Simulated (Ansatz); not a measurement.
# PO (Phosphorus monoxide): UHSE06/STO-3G

Aim: the electronic atomisation energy of PO (Phosphorus monoxide) at UHSE06/STO-3G, from 3 runs. 

The calculation is run with Ansatz 0.2.0.

48 further runs of the same task are left out: 7 that didn't finish, 41 set aside as unsound or not needed.

### Step 1. The system as given

PO: 2 atoms, total charge 0, spin state doublet. As SMILES, `O=[P]`. The coordinates come from a GFN2-xTB relaxation.

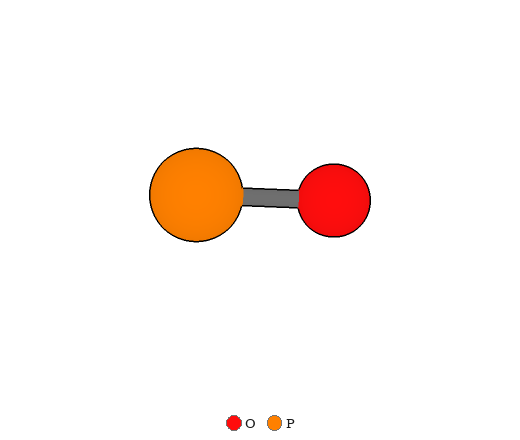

Viewed from a chosen angle; oxygen red, phosphorus orange.

### Step 2. A single-point energy at UHSE06/STO-3G

Contents of job.yaml:

```yaml
crystal:
  periodic: [false, false, false]
  atoms:
    - symbol: O
      position_ang: [0.000000, 0.000000, 0.000000]
    - symbol: P
      position_ang: [0.000000, 0.000000, 1.455090]
basis:
  gaussian:
    orbitals: STO-3G
magnetization:
  spin_polarized: true
  initial_magnetization: 1
hamiltonian:
  xc: {name: HSE06}
accuracy: high
```

Started as:

```sh
$ ansatz run job.yaml --threads 1 --pin off --max-ram 2610MiB --events-out events.jsonl --progress --plain --runs-dir runs
```

Standard output:

```text
Warning: RAYON_NUM_THREADS=1 ignored (pool sized by the plan → 1); use --threads N
Functional definition: HSE06
  name "HSE06"
  parameter a = 0.25
  parameter omega = 0.11/bohr
  exchange = pbe_x - a*pbe_x_sr(omega) + a*exact_x_sr(omega)
  correlation = pbe_c
224 factors; integrals over basis functions are off by at most 1.2e-8 eV
42 factors; integrals over basis functions are off by at most 9.8e-10 eV
mean field evaluation 1: about -11191.6812 eV, gradient 1.9e1 eV
mean field evaluation 2: about -11170.4691 eV, gradient 6.0e1 eV
mean field evaluation 4: about -11194.3299 eV, gradient 4.3e-1 eV
mean field evaluation 8: about -11194.3336 eV, gradient 6.2e-2 eV
mean field evaluation 16: about -11194.3336 eV, gradient 3.1e-8 eV
mean field -11194.33361158 eV, -411.3841724337 hartree, gradient 2.6e-8 eV, S^2 0.750416; 0 other end points of the search recorded, 0 dependent functions left out
reference -11194.33361260 eV, -411.3841724710 hartree; 12, 11 occupied and 2, 3 virtual orbitals, 224 factors
Total energy: -11194.33361260 eV, -411.3841724710 hartree
```

It took 0.99 s on 1 thread of Intel Xeon Platinum 8375C at 2.90GHz (Ice Lake), shared host; peak memory 0.12 GiB.

### Step 3. The O atom

Contents of job.yaml:

```yaml
crystal:
  periodic: [false, false, false]
  atoms:
    - {symbol: O, position_ang: [0.000000, 0.000000, 0.000000]}
basis:
  gaussian:
    orbitals: STO-3G
magnetization:
  spin_polarized: true
  initial_magnetization: 2
hamiltonian:
  xc: hse06
accuracy: high
```

Run the same way, it converges to -73.97333 Eh (log not shown).

### Step 4. The P atom at the same level

Contents of input.yaml:

```yaml
crystal:
  periodic: [false, false, false]
  atoms:
    - {symbol: P, position_ang: [0.000000, 0.000000, 0.000000]}
basis:
  gaussian:
    orbitals: STO-3G
magnetization:
  spin_polarized: true
  initial_magnetization: 3
hamiltonian:
  xc: {name: HSE06}
accuracy: high
```

Run the same way, it converges to -337.23333 Eh (log not shown).

### Step 5. Results

Level: UHSE06/STO-3G.

| quantity | value |
| --- | --- |
| molecule: total energy | -411.38417 Eh |
| molecule: ⟨S²⟩ | 0.750 |
| O atom: total energy | -73.97333 Eh |
| O atom: ⟨S²⟩ | 2.000 |
| P atom: total energy | -337.23333 Eh |
| P atom: ⟨S²⟩ | 3.750 |
| electronic atomisation energy | 4.831 eV |

In words: Taking the molecule apart into free atoms costs 4.83 eV (466 kJ/mol), before zero-point energy and without spin-orbit coupling. In a minimal basis such a difference can be off by several eV, whatever the method.
